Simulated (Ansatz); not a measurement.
# What TiCdSe3 (model cell, started as cubic perovskite with Ti in the octahedra) distorts into, part 2 of 3

Aim: this structure of TiCdSe3 (model cell, started as cubic perovskite with Ti in the octahedra) is to be tested for unstable modes, and one is followed downhill.

Ansatz 0.2.0; DFT PBE, scalar-relativistic, plane waves, PAW.

So far, highest frequency on the path or at a solved wavevector (cm⁻¹): step 2 (the dispersion) 251. Also lowest frequency on the path (cm⁻¹): step 2 -126.

The structure was built from a prototype and need not be the compound's stable phase.

### Step 6. Relaxation from the frozen mode

Starting from the lowest point found, all atoms and the cell are let go, so that strain and other modes of the same symmetry can join in.

input.yaml

```yaml
crystal:
  lattice:
    - [4.9773704866, 0.0, 0.0]
    - [0.0, 4.9773704866, 0.0]
    - [0.0, 0.0, 4.9773704866]
  atoms:
    - { symbol: Cd, position: [-0.0047618858, 0.0047618858, 0.0047618858] }
    - { symbol: Ti, position: [0.4628815885, 0.5371184115, 0.5371184115] }
    - { symbol: Se, position: [0.5155892847, 0.4844107153, 0.001901371] }
    - { symbol: Se, position: [0.5155892847, 0.001901371, 0.4844107153] }
    - { symbol: Se, position: [-0.001901371, 0.4844107153, 0.4844107153] }
kpoints:
  mp_grid: { grid: [8, 8, 8] }
hamiltonian:
  xc: pbe
scf:
  occupations: { method: methfessel_paxton, width: 0.2 }
output:
  forces: true
  stress: true
  eigenvalues: true
  write_density: true
  write_potential: true
  elf: true
  volumetric_format: npy
relax:
  adjacent_minimum: "off"
  f_tol: 0.002
  max_steps: 120
  cell: { stress_tol: 0.03 }
```

Launch:

```
> ansatz run input.yaml --threads 8 --pin off --max-ram 14336MiB --backend cpu --events-out ev --progress --plain --runs-dir out
```

Numbers of over 12 decimals in the logs are rounded to 6 here.

The program printed:

```text
[...]
Crystal: 5 atoms, lattice volume = 123.310 Å³
Basis set: ecut = 420 eV, 2469 PW (Γ), exchange–correlation on 72×72×72 points (8 copies of the dense FFT grid, shifted against one another)
Bands: 48, of which v1, the nominal top of the filled ones, is band 40 counted from 1 (39 counted from 0)
Symmetry: 6 space group operations
[...]
k-points: 65 of 512 (time reversal used)
[...]
SCF iter   1: F=—  HF=-27163.295231 eV  |F-HF|=—  |Δ(HF+E_count)|=         —  Δρ=4.16e-3  dr2=4.14e-2  ethr=1.77e-3  ⟨swp⟩=5.8  Hψ=10475  notcnv=0
[...]
SCF iter   7: F=-27163.292883 eV  HF=-27163.292883 eV  |F-HF|=1.42e-9  |Δ(HF+E_count)|=   1.06e-8  S|Δr|=    0.00e0  Δρ=6.22e-6  dr2=3.38e-8  ethr=1.25e-10  ⟨swp⟩=9.7  Hψ=20323  notcnv=0
SCF 1 converged in 7 iterations: F = -27163.292883 eV  dr2 = 3.38e-8
[...]
relax step   1: F+E_penalty+E_count = -27163.29288270 eV  Δ(F+E_penalty+E_count) = +0.000e0 eV  max|allowed force component| = 5.369e-1 eV/Å  Δτ_max = 0.0000 Å  P = +0.949 GPa  Ω = 123.310 Å³  (7 SCF iters, dr2 threshold 1.00e-7 eV, accepted)
Crystal: 5 atoms, lattice volume = 122.492 Å³
Basis set: ecut = 420 eV, 2385 PW (Γ), exchange–correlation on 72×72×72 points (8 copies of the dense FFT grid, shifted against one another)
[...]
SCF iter   7: F=-27163.341588 eV  HF=-27163.341588 eV  |F-HF|=3.07e-8  |Δ(HF+E_count)|=   4.55e-8  S|Δr|=    0.00e0  Δρ=5.42e-6  dr2=7.85e-8  ethr=6.25e-10  ⟨swp⟩=8.5  Hψ=20319  notcnv=0
SCF 2 converged in 7 iterations: F = -27163.341588 eV  dr2 = 7.85e-8
relax step   2: F+E_penalty+E_count = -27163.34158829 eV  Δ(F+E_penalty+E_count) = -4.871e-2 eV  max|allowed force component| = 1.258e-1 eV/Å  Δτ_max = 0.0684 Å  P = +0.279 GPa  Ω = 122.492 Å³  energy of the carried Pulay correction = +1.109e-4 eV  (7 SCF iters, dr2 threshold 5.00e-7 eV, accepted)
Crystal: 5 atoms, lattice volume = 123.343 Å³
Basis set: ecut = 420 eV, 2427 PW (Γ), exchange–correlation on 72×72×72 points (8 copies of the dense FFT grid, shifted against one another)
[...]
SCF iter   7: F=-27163.386393 eV  HF=-27163.386393 eV  |F-HF|=2.25e-8  |Δ(HF+E_count)|=   1.37e-7  S|Δr|=    0.00e0  Δρ=7.10e-6  dr2=6.64e-8  ethr=6.25e-10  ⟨swp⟩=9.6  Hψ=26370  notcnv=0
SCF 3 converged in 7 iterations: F = -27163.386393 eV  dr2 = 6.64e-8
relax step   3: F+E_penalty+E_count = -27163.38639311 eV  Δ(F+E_penalty+E_count) = -4.480e-2 eV  max|allowed force component| = 1.649e-1 eV/Å  Δτ_max = 0.1126 Å  P = +0.064 GPa  Ω = 123.343 Å³  energy of the carried Pulay correction = -4.452e-6 eV  (7 SCF iters, dr2 threshold 5.00e-7 eV, accepted)
[... from here on, the SCF cycles and remarks between the steps are left out ...]
relax step   4: F+E_penalty+E_count = -27163.45045303 eV  Δ(F+E_penalty+E_count) = -6.406e-2 eV  max|allowed force component| = 1.707e-1 eV/Å  Δτ_max = 0.1678 Å  P = +0.406 GPa  Ω = 124.013 Å³  energy of the carried Pulay correction = -9.465e-5 eV  (7 SCF iters, dr2 threshold 5.00e-7 eV, accepted)
relax step   5: F+E_penalty+E_count = -27163.52222102 eV  Δ(F+E_penalty+E_count) = -7.177e-2 eV  max|allowed force component| = 1.734e-1 eV/Å  Δτ_max = 0.1854 Å  P = +0.703 GPa  Ω = 126.228 Å³  energy of the carried Pulay correction = -3.894e-4 eV  (8 SCF iters, dr2 threshold 5.00e-7 eV, accepted)
relax step   6: F+E_penalty+E_count = -27163.59318929 eV  Δ(F+E_penalty+E_count) = -7.097e-2 eV  max|allowed force component| = 4.348e-2 eV/Å  Δτ_max = 0.1953 Å  P = +0.464 GPa  Ω = 131.317 Å³  energy of the carried Pulay correction = -1.047e-3 eV  (8 SCF iters, dr2 threshold 5.00e-7 eV, accepted)
relax step   7: F+E_penalty+E_count = -27163.62011150 eV  Δ(F+E_penalty+E_count) = -2.692e-2 eV  max|allowed force component| = 7.705e-2 eV/Å  Δτ_max = 0.1971 Å  P = +0.388 GPa  Ω = 137.029 Å³  energy of the carried Pulay correction = -1.755e-3 eV  (8 SCF iters, dr2 threshold 5.00e-7 eV, accepted)
relax step   8: F+E_penalty+E_count = -27163.60638855 eV  Δ(F+E_penalty+E_count) = +1.372e-2 eV  max|allowed force component| = 1.477e-1 eV/Å  Δτ_max = 0.0448 Å  P = -0.880 GPa  Ω = 139.144 Å³  energy of the carried Pulay correction = -2.009e-3 eV  (7 SCF iters, dr2 threshold 5.00e-7 eV, rejected (line search))
relax step   9: F+E_penalty+E_count = -27163.62258982 eV  Δ(F+E_penalty+E_count) = -2.478e-3 eV  max|allowed force component| = 1.457e-2 eV/Å  Δτ_max = 0.0218 Å  P = +0.008 GPa  Ω = 137.323 Å³  energy of the carried Pulay correction = -1.790e-3 eV  (10 SCF iters, accepted)
relax step  10: F+E_penalty+E_count = -27163.62270355 eV  Δ(F+E_penalty+E_count) = -1.137e-4 eV  max|allowed force component| = 5.014e-3 eV/Å  Δτ_max = 0.0096 Å  P = -0.019 GPa  Ω = 137.102 Å³  energy of the carried Pulay correction = -1.764e-3 eV  (7 SCF iters, dr2 threshold 1.33e-8 eV, accepted)
relax step  11: F+E_penalty+E_count = -27163.62274077 eV  Δ(F+E_penalty+E_count) = -3.722e-5 eV  max|allowed force component| = 4.700e-3 eV/Å  Δτ_max = 0.0037 Å  P = -0.005 GPa  Ω = 137.013 Å³  energy of the carried Pulay correction = -1.753e-3 eV  (6 SCF iters, dr2 threshold 1.57e-9 eV, accepted)
relax step  12: F+E_penalty+E_count = -27163.62273868 eV  Δ(F+E_penalty+E_count) = +2.092e-6 eV  max|allowed force component| = 7.331e-3 eV/Å  Δτ_max = 0.0015 Å  P = +0.027 GPa  Ω = 136.964 Å³  energy of the carried Pulay correction = -1.747e-3 eV  (6 SCF iters, dr2 threshold 1.38e-9 eV, rejected (line search))
relax step  13: F+E_penalty+E_count = -27163.62274460 eV  Δ(F+E_penalty+E_count) = -3.831e-6 eV  max|allowed force component| = 4.768e-4 eV/Å  Δτ_max = 0.0008 Å  P = +0.001 GPa  Ω = 137.028 Å³  energy of the carried Pulay correction = -1.755e-3 eV  (8 SCF iters, accepted)
[...]
SCF iter   9: F=-27163.624489 eV  HF=-27163.624489 eV  |F-HF|=4.37e-11  |Δ(HF+E_count)|=  1.53e-10  S|Δr|=    0.00e0  Δρ=1.12e-7  dr2=1.74e-11  ethr=1.00e-12  ⟨swp⟩=4.3  Hψ=15103  notcnv=0
SCF 14 converged in 9 iterations: F = -27163.624489 eV  dr2 = 1.74e-11
relax step  14: F+E_penalty+E_count = -27163.62448892 eV  Δ(F+E_penalty+E_count) = -1.744e-3 eV  max|allowed force component| = 4.931e-4 eV/Å  Δτ_max = 0.0000 Å  P = +0.004 GPa  Ω = 137.028 Å³  stress off target by 1.59e-2 GPa  SCF on the basis re-selected at this cell (its energy is not comparable with the rows above)  (9 SCF iters)
basis re-selected at this cell: Δ(F+E_penalty+E_count) = -1.744e-3 eV, ΔP = +0.003 GPa vs the last step (what re-selecting the basis moved, of the pressure what is left beyond the Pulay correction that the steps carried, after the strain that the cell walked since its last selection, with what the two solves' SCF thresholds leave and, on support functions, any second-order correction that the steps lacked; it is no m [...]
SCF converged after 9 iterations
[...]
Free energy (F): -27163.624489 eV
[...]
Internal energy: -27163.625093 eV  (E = F + TS)
E sigma→0 (E₀):  -27163.624640 eV
Entropy (-TS):   0.000604 eV (0.121 meV/atom)
Fermi energy:    7.424532 eV
[...]
--- Forces (eV/Å), atoms counted from 1 ---
  atom   1  Cd    -0.00012620     0.00012620     0.00012620
  atom   2  Ti    -0.00049253     0.00049253     0.00049253
  atom   3  Se     0.00011664    -0.00011664    -0.00038840
  atom   4  Se     0.00011664    -0.00038840    -0.00011664
  atom   5  Se     0.00038840    -0.00011664    -0.00011664
  max |Σ_I F_I| component: 2.94e-6 eV/Å
--- Stress (GPa, compression-positive) ---
        0.003984      -0.005973      -0.005973
       -0.005973       0.003984       0.005973
       -0.005973       0.005973       0.003984
  P = ⅓ Tr σ = 0.0040 GPa (0.040 kbar)
--- Band table (eV; the first three rows and the last of 65) ---
  k-point 0: bands = [... 36 lower, 5.9174, 6.4730, 6.4730, 6.6686, 7.0897, 8.0673, 8.0673, 8.3314, ... 4 higher]
  k-point 1: bands = [... 36 lower, 5.8381, 6.2694, 6.3012, 6.6737, 7.3456, 7.9586, 8.2306, 8.3313, ... 4 higher]
  k-point 2: bands = [... 36 lower, 5.6196, 5.9998, 6.1458, 6.6767, 7.7786, 8.0323, 8.4629, 8.5418, ... 4 higher]
  k-point 64: bands = [... 36 lower, 4.4314, 6.8578, 7.5203, 7.5203, 7.7750, 8.6874, 8.6874, 8.8212, ... 4 higher]
--- Relaxed structure (13 steps of the walk, 11 accepted, 1 SCFs on fresh bases) ---
  F+E_penalty+E_count = -27163.62448892 eV   max|allowed force component| = 4.931e-4 eV/Å   (the final SCF, on the basis selected at the relaxed cell)
  cell:  # Å, volume = 137.0278 Å³
    - [5.156559, -0.074744, -0.074744]
    - [-0.074744, 5.156559, 0.074744]
    - [-0.074744, 0.074744, 5.156559]
  atoms:
    - { symbol: Cd, position: [-0.103501, 0.103501, 0.103501] }
    - { symbol: Ti, position: [0.491738, 0.508262, 0.508262] }
    - { symbol: Se, position: [0.536270, 0.463730, -0.026621] }
    - { symbol: Se, position: [0.536270, -0.026621, 0.463730] }
    - { symbol: Se, position: [0.026621, 0.463730, 0.463730] }
```

The job ended after 79 s (8 threads of Arm Neoverse V2, shared host; peak memory 0.81 GiB).

The steps of the relaxation:

| step | energy less that of the first step (eV) | largest force component (eV/Å) | pressure (GPa) | volume (Å³) |
| --- | --- | --- | --- | --- |
| 1 | 0.0000 | 0.5369 | 0.95 | 123.31 |
| 2 | -0.0487 | 0.1258 | 0.28 | 122.49 |
| 3 | -0.0935 | 0.1649 | 0.06 | 123.34 |
| 4 | -0.1576 | 0.1707 | 0.41 | 124.01 |
| 5 | -0.2293 | 0.1734 | 0.70 | 126.23 |
| 6 | -0.3003 | 0.0435 | 0.46 | 131.32 |
| 7 | -0.3272 | 0.0770 | 0.39 | 137.03 |
| 8 | -0.3135 | 0.1477 | -0.88 | 139.14 |
| 9 | -0.3297 | 0.0146 | 0.01 | 137.32 |
| 10 | -0.3298 | 0.0050 | -0.02 | 137.10 |
| 11 | -0.3299 | 0.0047 | -0.01 | 137.01 |
| 12 | -0.3299 | 0.0073 | 0.03 | 136.96 |
| 13 | -0.3299 | 0.0005 | 0.00 | 137.03 |
| 14* | -0.3316 | 0.0005 | 0.00 | 137.03 |

Relaxation steps marked * repeat the geometry before them on a plane-wave basis chosen anew for their cell, so energy and pressure can jump there. Relaxation steps 8, 12 were tried and not accepted.

The run keeps the 6 symmetry operations that it works with, so distortions that break them were not tested.

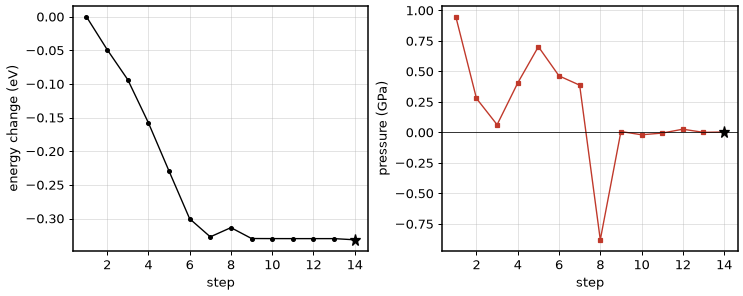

Energy and pressure along the relaxation. Stars mark steps on a basis chosen anew.

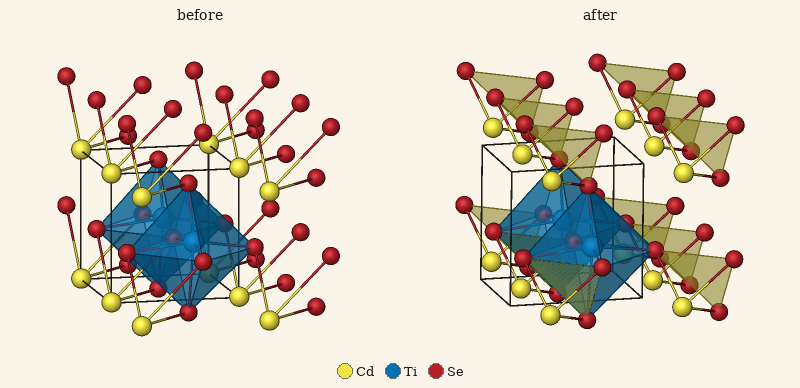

Before and after, at one scale.

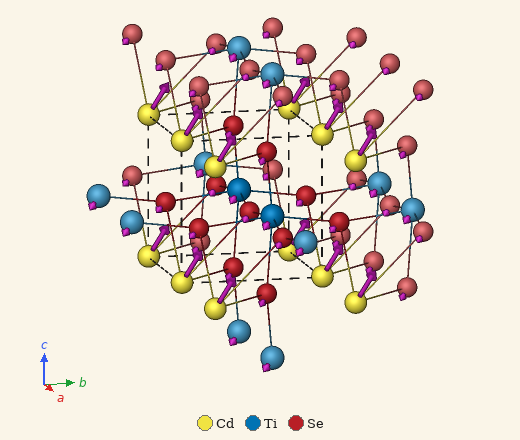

Displacements in the relaxation, exaggerated, measured against the changing cell; the longest in the cell stands for 0.91 Å. 2×1×1 cells are drawn. Some periodic images of atoms are drawn too.

| conventional cell, symmetrised | before | after | change |
| --- | --- | --- | --- |
| a (Å) | 7.039 | 7.187 | +2.1 % |
| b (Å) | 7.039 | 7.187 | +2.1 % |
| c (Å) | 8.621 | 9.190 | +6.6 % |
| volume (Å³/atom) | 24.66 | 27.41 | +11.1 % |

The atoms that moved most (Å, as changes of fractional coordinates times the final cell):

| atom | dx | dy | dz | length |
| --- | --- | --- | --- | --- |
| Cd1 | -0.524 | 0.524 | 0.524 | 0.907 |
| Ti2 | 0.153 | -0.153 | -0.153 | 0.265 |
| Se5 | 0.150 | -0.110 | -0.110 | 0.217 |
| Se3 | 0.110 | -0.110 | -0.150 | 0.217 |
| Se4 | 0.110 | -0.150 | -0.110 | 0.217 |

This step gave:

* pressure: 0.003984 GPa
* volume per atom: 27.41 Å³

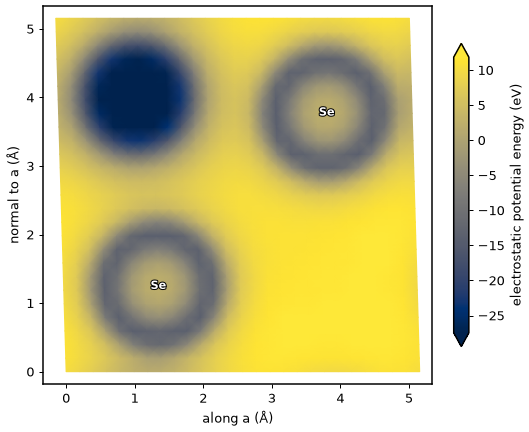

Electrostatic potential energy in the ac plane at fractional y = 0.464, with atoms of Se within 0.2 Å of it. With pseudopotentials it is smooth inside the atoms' cores, unlike the true potential. The map starts off the cell's origin, so that atoms lie inside it.

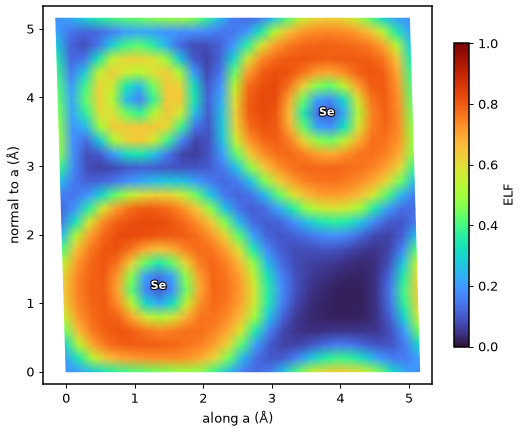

ELF in the ac plane at fractional y = 0.464, with atoms of Se within 0.2 Å of it. It is the smooth field of the valence electrons, not physical close to the nuclei. The map starts off the cell's origin, so that atoms lie inside it.

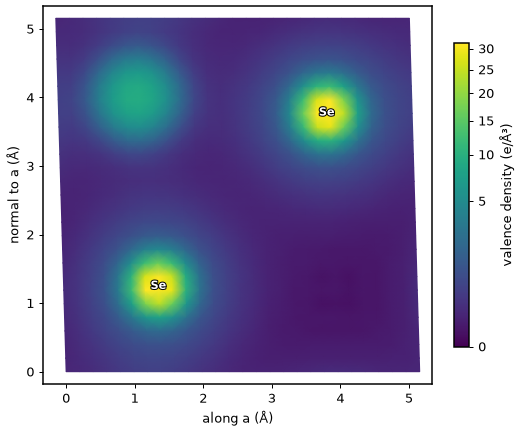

Valence density in the ac plane at fractional y = 0.464, with atoms of Se within 0.2 Å of it. It is the smooth field of the valence electrons, not physical close to the nuclei. The map starts off the cell's origin, so that atoms lie inside it. The colour scale is stretched toward low values.

The distorted start has space group R3m; the relaxation ends in R3m.

### Step 7. The new phase in its own primitive cell

The relaxed structure is symmetrised, reduced to its primitive cell and relaxed tightly, as its phonons need.

input.yaml

```yaml
crystal:
  lattice:
    - [3.5933858356, 2.0746422795, 3.0634478328]
    - [-3.5933858356, 2.0746422795, 3.0634478328]
    - [0.0, -4.149284559, 3.0634478328]
  atoms:
    - { symbol: Cd, position: [0.8964987712, 0.8964987712, 0.8964987712] }
    - { symbol: Ti, position: [0.4917377628, 0.4917377628, 0.4917377628] }
    - { symbol: Se, position: [0.5362699079, 0.0266205512, 0.5362699079] }
    - { symbol: Se, position: [0.0266205512, 0.5362699079, 0.5362699079] }
    - { symbol: Se, position: [0.5362699079, 0.5362699079, 0.0266205512] }
kpoints:
  mp_grid: { grid: [9, 9, 9] }
hamiltonian:
  xc: pbe
scf:
  occupations: { method: methfessel_paxton, width: 0.2 }
output:
  forces: true
  stress: true
  eigenvalues: true
relax:
  adjacent_minimum: "off"
  f_tol: 0.001
  max_steps: 60
  cell: { stress_tol: 0.01 }
```

The program printed:

```text
[...]
Crystal: 5 atoms, lattice volume = 137.028 Å³
Basis set: ecut = 420 eV, 2669 PW (Γ), exchange–correlation on 72×72×72 points (8 copies of the dense FFT grid, shifted against one another)
Bands: 48, of which v1, the nominal top of the filled ones, is band 40 counted from 1 (39 counted from 0)
Symmetry: 6 space group operations
[...]
k-points: 85 of 729 (time reversal used)
[...]
cell:  # Å, volume = 136.7774 Å³
    - [3.590955, 2.073239, 3.061991]
    - [-3.590955, 2.073239, 3.061991]
    - [0, -4.146477, 3.061991]
  atoms:
    - { symbol: Cd, position: [0.897140, 0.897140, 0.897140] }
    - { symbol: Ti, position: [0.491673, 0.491673, 0.491673] }
    - { symbol: Se, position: [0.536139, 0.026307, 0.536139] }
    - { symbol: Se, position: [0.026307, 0.536139, 0.536139] }
    - { symbol: Se, position: [0.536139, 0.536139, 0.026307] }
[key lines of the parts left out:]
SCF converged after 7 iterations
Free energy (F): -27163.626214 eV
Fermi energy:    7.456881 eV
P = ⅓ Tr σ = 0.0066 GPa (0.066 kbar)
```

The job ended after 30 s (8 threads; peak memory 0.87 GiB).

Step by step:

| step | energy less that of the first step (eV) | largest force component (eV/Å) | pressure (GPa) | volume (Å³) |
| --- | --- | --- | --- | --- |
| 1 | 0.0000 | 0.0082 | -0.01 | 137.03 |
| 2 | 0.0000 | 0.0048 | 0.00 | 136.91 |
| 3 | -0.0001 | 0.0024 | -0.01 | 136.83 |
| 4 | -0.0001 | 0.0006 | 0.01 | 136.78 |
| 5* | 0.0000 | 0.0006 | 0.01 | 136.78 |

Relaxation steps marked * repeat the geometry before them on a plane-wave basis chosen anew for their cell, so energy and pressure can jump there.

Forces are held to the 6 operations that the run works with; a distortion that breaks them can't arise in this run.

| conventional cell, symmetrised | before | after | change |
| --- | --- | --- | --- |
| a (Å) | 7.187 | 7.182 | -0.1 % |
| b (Å) | 7.187 | 7.182 | -0.1 % |
| c (Å) | 9.190 | 9.186 | -0.0 % |
| volume (Å³/atom) | 27.41 | 27.36 | -0.2 % |

Numbers from this step:

```
pressure        : 0.006551 GPa
volume per atom : 27.36 Å³
```

The largest force component left is 0.55 meV/Å and the pressure is 0.007 GPa, within the tolerances set. The cell now holds 27.36 Å³/atom.

[end of part 2 of 3]

[Logs are printed without paths, hosts, clocks, repeated set-up lines and the standing remarks that a program may print on its own settings, such as how far it seeks lower states.]

[Hosts, paths, dates, database ids (printed as entryN), source tags and the programs' standing remarks are cut or masked in the printed files.]
